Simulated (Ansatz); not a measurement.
# CH₄: geometry and frequencies at several levels

The task, for CH₄: geometry and frequencies at several levels.

Program: Ansatz 0.2.0. Level of theory: the levels named in each step. These are calculated values, not measurements.

## (1) Starting point

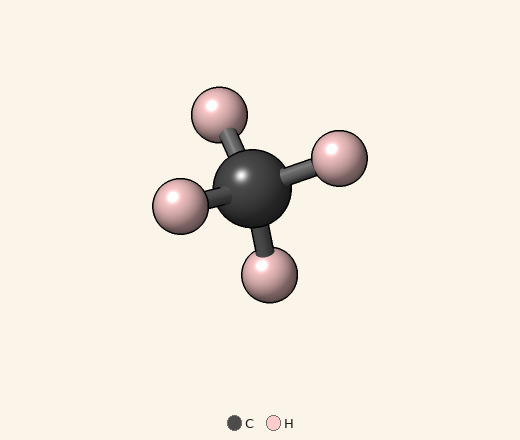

Start, viewed from a chosen angle; carbon dark grey, hydrogen pink.

As a file:

```xyz
5

C     0.0000    0.0000    0.0000
H    -0.7064   -0.2815   -0.7699
H     0.1124    1.0762    0.0111
H    -0.3635   -0.3345    0.9628
H     0.9578   -0.4606   -0.2037
```

## (2) A rough first relaxation, PBE-D4/def2-SVP

This run stands in another session on the same molecule. It ended at:

```xyz
5

C     0.0000    0.0000    0.0001
H    -0.7219   -0.2874   -0.7866
H     0.1147    1.0996    0.0112
H    -0.3715   -0.3418    0.9838
H     0.9787   -0.4706   -0.2081
```

## (3) Relaxation, PBE0-D4/def2-TZVPP

This run stands in another session on the same molecule. It ended at:

```xyz
5

C     0.0000    0.0000    0.0001
H    -0.7109   -0.2830   -0.7747
H     0.1130    1.0830    0.0110
H    -0.3658   -0.3366    0.9689
H     0.9639   -0.4635   -0.2050
```

## (4) Relaxation, CCSD(T)/cc-pV(T+d)Z

Input file input.yaml:

```yaml
crystal:
  periodic: [false, false, false]
  atoms:
    - { symbol: C, position_ang: [3.707e-05, -4.663e-05, 5.615e-05] }
    - { symbol: H, position_ang: [-0.71091001, -0.28304153, -0.77471799] }
    - { symbol: H, position_ang: [0.11299267, 1.08296985, 0.01099455] }
    - { symbol: H, position_ang: [-0.36582019, -0.3366495, 0.96889546] }
    - { symbol: H, position_ang: [0.96389048, -0.46347219, -0.20495817] }
basis:
  gaussian: { orbitals: "cc-pV(T+d)Z.json" }
correlation:
  method: ccsd_t
relax:
  f_tol: 0.002
  max_steps: 40
```

The run is started by

```console
> ansatz run input.yaml --threads 2 --pin off --max-ram 5120MiB --backend cpu --events-out ev --progress --plain --runs-dir out
```

What it wrote (excerpt; [...] marks lines left out):

```text
Warning: RAYON_NUM_THREADS=2 ignored (pool sized by the plan → 2); use --threads N
[...]
Functional definition: HF
[...]
546 factors; integrals over basis functions are off by at most 2.6e-4 eV
[...]
mean field -1094.26077631 eV, -40.2133418126 hartree, gradient 2.0e-6 eV, S^2 0.000000; 0 other end points of the search recorded, 0 dependent functions left out
1 core orbitals not correlated: weight in the atoms' cores, before any rotation towards them, 1.000 or more for the frozen orbitals, at most 0.000 for the correlated occupied ones
reference -1094.26077631 eV, -40.2133418126 hartree; 4, 4 occupied and 81, 81 virtual orbitals, 546 factors
second order -5.39579373 eV of doubles, -0.00000000 eV of singles
cycle   1  -5.78465727 eV  change   -3.9e-1 eV  update   4.2e-2
[...]
cycle   8  -5.94504379 eV  change    5.3e-8 eV  update   1.3e-6
perturbative correction -0.17092769 eV, -0.0062814769 hartree
[...]
relax step   1: F+E_penalty+E_count = -1100.37674779 eV  Δ(F+E_penalty+E_count) = +0.000e0 eV  max|allowed force component| = 1.864e-3 eV/Å  Δτ_max = 0.0000 Å  (40 SCF iters, accepted)
Total energy: -1100.37674779 eV, -40.4380996191 hartree
Atom 0 at     0.000037    -0.000047     0.000056 Å, force     0.000000    -0.000000     0.000000 eV/Å
Atom 1 at    -0.710910    -0.283042    -0.774718 Å, force    -0.001224    -0.000487    -0.001334 eV/Å
Atom 2 at     0.112993     1.082970     0.010995 Å, force     0.000194     0.001864     0.000019 eV/Å
Atom 3 at    -0.365820    -0.336649     0.968895 Å, force    -0.000630    -0.000580     0.001668 eV/Å
Atom 4 at     0.963890    -0.463472    -0.204958 Å, force     0.001659    -0.000798    -0.000353 eV/Å
Dipole moment:     0.000000    -0.000000     0.000000 e Å
```

Wall time 2.7 s (2 threads of Arm Neoverse V2, shared host); peak memory 0.34 GiB.

## (5) Frequencies, CCSD(T)/cc-pV(T+d)Z

Edit input.yaml of step 4 so:

```diff
@@ -12,4 +12,2 @@
   method: ccsd_t
-relax:
-  f_tol: 0.002
-  max_steps: 40
+phonons: {}
```

The run is started by

```console
> ansatz run input.yaml --threads 2 --pin off --max-ram 5120MiB --backend cpu --events-out ev --progress --plain --runs-dir out
```

What it wrote (excerpt; [...] marks lines left out):

```text
Warning: RAYON_NUM_THREADS=2 ignored (pool sized by the plan → 2); use --threads N
[...]
[... 1 set-up line as earlier in the session ...]
[...]
546 factors; integrals over basis functions are off by at most 2.6e-4 eV
[...]
mean field -1094.26077631 eV, -40.2133418126 hartree, gradient 2.0e-6 eV, S^2 0.000000; 0 other end points of the search recorded, 0 dependent functions left out
1 core orbitals not correlated: weight in the atoms' cores, before any rotation towards them, 1.000 or more for the frozen orbitals, at most 0.000 for the correlated occupied ones
reference -1094.26077631 eV, -40.2133418126 hartree; 4, 4 occupied and 81, 81 virtual orbitals, 546 factors
second order -5.39579373 eV of doubles, -0.00000000 eV of singles
cycle   1  -5.78465727 eV  change   -3.9e-1 eV  update   4.2e-2
[...]
perturbative correction -0.17092769 eV, -0.0062814769 hartree
[...]
546 factors; integrals over basis functions are off by at most 2.6e-4 eV
[...]
reference -1094.26028413 eV, -40.2133237255 hartree; 4, 4 occupied and 81, 81 virtual orbitals, 546 factors
second order -5.39600891 eV of doubles, -0.00000000 eV of singles
[...]
cycle   8  -5.94540180 eV  change   -6.3e-8 eV  update   1.3e-6
perturbative correction -0.17100615 eV, -0.0062843600 hartree
[...]
Total energy: -1100.37674779 eV, -40.4380996191 hartree
Atom 0 at     0.000037    -0.000047     0.000056 Å, force     0.000000    -0.000000     0.000000 eV/Å
Atom 1 at    -0.710910    -0.283042    -0.774718 Å, force    -0.001224    -0.000487    -0.001334 eV/Å
Atom 2 at     0.112993     1.082970     0.010995 Å, force     0.000194     0.001864     0.000019 eV/Å
Atom 3 at    -0.365820    -0.336649     0.968895 Å, force    -0.000630    -0.000580     0.001668 eV/Å
Atom 4 at     0.963890    -0.463472    -0.204958 Å, force     0.001659    -0.000798    -0.000353 eV/Å
Dipole moment:     0.000000    -0.000000     0.000000 e Å
Vibrations: 1343.66 1343.68 1343.68 1570.63 1570.64 3034.88 3153.92 3153.93 3153.94 cm⁻¹, zero-point energy 1.219320 eV
```

Run time: 26 s. Hardware: 2 threads of Arm Neoverse V2, shared host; peak memory 0.35 GiB.

Harmonic frequencies (cm⁻¹; negative: imaginary): 1344, 1344, 1344, 1571, 1571, 3035, 3154, 3154, 3154.

## (6) Relaxation, CCSD(T)/cc-pwCVTZ, all electrons

Edit input.yaml of step 5 so:

```diff
@@ -9,5 +9,8 @@
 basis:
-  gaussian: { orbitals: "cc-pV(T+d)Z.json" }
+  gaussian: { orbitals: cc-pwCVTZ.json }
 correlation:
   method: ccsd_t
-phonons: {}
+  frozen_orbitals: { C: 0, H: 0 }
+relax:
+  f_tol: 0.002
+  max_steps: 40
```

The run is started by

```console
> ansatz run input.yaml --threads 2 --pin off --max-ram 5120MiB --backend cpu --events-out ev --progress --plain --runs-dir out
```

What it wrote (excerpt; [...] marks lines left out):

```text
Warning: RAYON_NUM_THREADS=2 ignored (pool sized by the plan → 2); use --threads N
[...]
[... 1 set-up line as earlier in the session ...]
[...]
620 factors; integrals over basis functions are off by at most 2.3e-4 eV
[...]
mean field -1094.26865217 eV, -40.2136312453 hartree, gradient 8.6e-7 eV, S^2 0.000000; 0 other end points of the search recorded, 0 dependent functions left out
reference -1094.26865217 eV, -40.2136312453 hartree; 5, 5 occupied and 94, 94 virtual orbitals, 620 factors
second order -6.70195957 eV of doubles, -0.00000000 eV of singles
cycle   1  -7.12697917 eV  change   -4.3e-1 eV  update   4.5e-2
[...]
perturbative correction -0.18517360 eV, -0.0068050045 hartree
[...]
relax step   1: F+E_penalty+E_count = -1101.75415666 eV  Δ(F+E_penalty+E_count) = +0.000e0 eV  max|allowed force component| = 6.222e-2 eV/Å  Δτ_max = 0.0000 Å  (40 SCF iters, accepted)
[...]
mean field -1094.27029155 eV, -40.2136914913 hartree, gradient 5.3e-6 eV, S^2 0.000000; 1 other end points of the search recorded, 0 dependent functions left out
reference -1094.27029155 eV, -40.2136914913 hartree; 5, 5 occupied and 94, 94 virtual orbitals, 620 factors
second order -6.70150408 eV of doubles, -0.00000000 eV of singles
[...]
cycle   7  -7.29926498 eV  change   -7.3e-6 eV  update   8.3e-6
perturbative correction -0.18483052 eV, -0.0067923964 hartree
[...]
Total energy: -1101.75438705 eV, -40.4887269282 hartree
Atom 0 at     0.000037    -0.000047     0.000056 Å, force     0.000000    -0.000000     0.000000 eV/Å
Atom 1 at    -0.709713    -0.282565    -0.773413 Å, force    -0.000034    -0.000014    -0.000037 eV/Å
Atom 2 at     0.112802     1.081146     0.010976 Å, force     0.000005     0.000052     0.000000 eV/Å
Atom 3 at    -0.365204    -0.336083     0.967264 Å, force    -0.000018    -0.000016     0.000047 eV/Å
Atom 4 at     0.962267    -0.462692    -0.204613 Å, force     0.000046    -0.000022    -0.000010 eV/Å
Dipole moment:     0.000000    -0.000000     0.000000 e Å
```

It took 20 s on 2 threads of Arm Neoverse V2, shared host; peak memory 0.53 GiB.

Step by step:

```
step  energy from step 1 (eV)  largest force component (eV/Å)
   1                   0.0000                          0.0622
   2                  -0.0002                          0.0170
   3                  -0.0002                          0.0001
```

Step 1 is the start.

Before: Bond lengths: C1–H2 1.089 Å, C1–H3 1.089 Å, C1–H4 1.089 Å, C1–H5 1.089 Å. Angles: H2–C1–H3 109.5°, H2–C1–H4 109.5°, H2–C1–H5 109.5°, H3–C1–H4 109.5°, H3–C1–H5 109.5°, H4–C1–H5 109.5°.

After: Bond lengths: C1–H2 1.087 Å, C1–H3 1.087 Å, C1–H4 1.087 Å, C1–H5 1.087 Å. Angles: H2–C1–H3 109.5°, H2–C1–H4 109.5°, H2–C1–H5 109.5°, H3–C1–H4 109.5°, H3–C1–H5 109.5°, H4–C1–H5 109.5°.

## (7) Relaxation, CCSD(T)/cc-pwCVQZ, all electrons

Input file input.yaml:

```yaml
crystal:
  periodic: [false, false, false]
  atoms:
    - { symbol: C, position_ang: [3.706e-05, -4.662e-05, 5.616e-05] }
    - { symbol: H, position_ang: [-0.70971272, -0.28256496, -0.77341324] }
    - { symbol: H, position_ang: [0.11280246, 1.08114601, 0.01097611] }
    - { symbol: H, position_ang: [-0.36520405, -0.33608267, 0.96726389] }
    - { symbol: H, position_ang: [0.96226727, -0.46269176, -0.20461292] }
basis:
  gaussian: { orbitals: cc-pwCVQZ.json }
correlation:
  method: ccsd_t
  frozen_orbitals: { C: 0, H: 0 }
relax:
  f_tol: 0.002
  max_steps: 40
```

The run is started by

```console
> ansatz run input.yaml --threads 2 --pin off --max-ram 5120MiB --backend cpu --events-out ev --progress --plain --runs-dir out
```

What it wrote (excerpt; [...] marks lines left out):

```text
Warning: RAYON_NUM_THREADS=2 ignored (pool sized by the plan → 2); use --threads N
[...]
[... 1 set-up line as earlier in the session ...]
[...]
1349 factors; integrals over basis functions are off by at most 2.6e-4 eV
[...]
mean field -1094.34119383 eV, -40.2162971023 hartree, gradient 1.6e-6 eV, S^2 0.000000; 0 other end points of the search recorded, 0 dependent functions left out
reference -1094.34119383 eV, -40.2162971023 hartree; 5, 5 occupied and 199, 199 virtual orbitals, 1349 factors
second order -7.14630235 eV of doubles, -0.00000000 eV of singles
cycle   1  -7.49457280 eV  change   -3.5e-1 eV  update   4.6e-2
[...]
perturbative correction -0.20092907 eV, -0.0073840070 hartree
[...]
relax step   1: F+E_penalty+E_count = -1102.21632706 eV  Δ(F+E_penalty+E_count) = +0.000e0 eV  max|allowed force component| = 2.813e-2 eV/Å  Δτ_max = 0.0000 Å  (41 SCF iters, accepted)
[...]
mean field -1094.34181385 eV, -40.2163198875 hartree, gradient 1.4e-6 eV, S^2 0.000000; 1 other end points of the search recorded, 0 dependent functions left out
reference -1094.34181385 eV, -40.2163198875 hartree; 5, 5 occupied and 199, 199 virtual orbitals, 1349 factors
second order -7.14617411 eV of doubles, -0.00000000 eV of singles
[...]
cycle   7  -7.67379365 eV  change   -2.8e-6 eV  update   8.5e-6
perturbative correction -0.20076642 eV, -0.0073780298 hartree
[...]
Total energy: -1102.21637392 eV, -40.5057046325 hartree
Atom 0 at     0.000037    -0.000047     0.000056 Å, force     0.000001    -0.000001     0.000001 eV/Å
Atom 1 at    -0.709173    -0.282350    -0.772825 Å, force    -0.000006    -0.000002    -0.000007 eV/Å
Atom 2 at     0.112717     1.080324     0.010968 Å, force     0.000001     0.000009     0.000000 eV/Å
Atom 3 at    -0.364926    -0.335827     0.966529 Å, force    -0.000003    -0.000003     0.000008 eV/Å
Atom 4 at     0.961536    -0.462340    -0.204457 Å, force     0.000008    -0.000004    -0.000002 eV/Å
Dipole moment:     0.000000    -0.000000     0.000000 e Å
```

It took 21 min on 2 threads of Arm Neoverse V2, shared host; peak memory 2.9 GiB.

Relaxation path:

```
step  E - E(step 1) (eV)  largest force component (eV/Å)
   1              0.0000                          0.0281
   2              0.0000                          0.0077
   3              0.0000                          0.0000
```

Step 1 is the start.

Before: Bond lengths: C1–H2 1.087 Å, C1–H3 1.087 Å, C1–H4 1.087 Å, C1–H5 1.087 Å. Angles: H2–C1–H3 109.5°, H2–C1–H4 109.5°, H2–C1–H5 109.5°, H3–C1–H4 109.5°, H3–C1–H5 109.5°, H4–C1–H5 109.5°.

After: Bond lengths: C1–H2 1.086 Å, C1–H3 1.086 Å, C1–H4 1.086 Å, C1–H5 1.086 Å. Angles: H2–C1–H3 109.5°, H2–C1–H4 109.5°, H2–C1–H5 109.5°, H3–C1–H4 109.5°, H3–C1–H5 109.5°, H4–C1–H5 109.5°.

## (8) The levels compared

```
                           level  C1–H2 (Å)  C1–H3 (Å)  rotational constants (MHz)  dipole (D)  highest frequency (cm⁻¹)  CPU time
              PBE0-D4/def2-TZVPP     1.0889     1.0889      158580, 158580, 158580        0.00                         -       4 s
             CCSD(T)/cc-pV(T+d)Z     1.0889     1.0889      158580, 158580, 158580        0.00                      3154     5.2 s
CCSD(T)/cc-pwCVTZ, all electrons     1.0871     1.0871      159120, 159120, 159120        0.00                         -      39 s
CCSD(T)/cc-pwCVQZ, all electrons     1.0863     1.0863      159360, 159360, 159360        0.00                         -    42 min
```

Constants are for the commonest isotopes at the equilibrium geometry; times are CPU times of the relaxations.

## (9) Outcome

```
                                 quantity              value
C1–H2 at CCSD(T)/cc-pwCVQZ, all electrons            1.086 Å
C1–H3 at CCSD(T)/cc-pwCVQZ, all electrons            1.086 Å
       frequencies at CCSD(T)/cc-pV(T+d)Z  1344 to 3154 cm⁻¹
```

The C–H distance spreads over 0.003 Å, from CCSD(T)/cc-pwCVQZ, all electrons (shortest) to CCSD(T)/cc-pV(T+d)Z. No mode is imaginary, so the geometry is a minimum.
